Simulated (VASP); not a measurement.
Band structure of ZnS (wurtzite). Calculation: LDA (Ceperley-Alder, Perdew-Zunger), VASP's LDA PAW potentials (set 64) (plane waves; VASP).

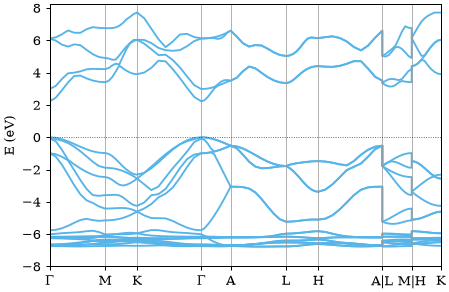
Figure. Bands along high-symmetry lines, zero at the valence-band maximum or, without a gap, the Fermi level

Problem. Read the plot: is there a gap, and where are the band edges?

Solution. The gap is direct, 2.22 eV, from the valence maximum at Γ to the conduction minimum at Γ. (Edges off the drawn lines would not show.)

Measured: gap 3.91 eV (computed value off by -1.69 eV), as given by Mehmet Aras et al., The Journal of Chemical Physics (2014), arXiv:1312.4272.

The compound is ZnS in the wurtzite structure, the high-temperature form. It was relaxed first, which changed the volume by -6 %.
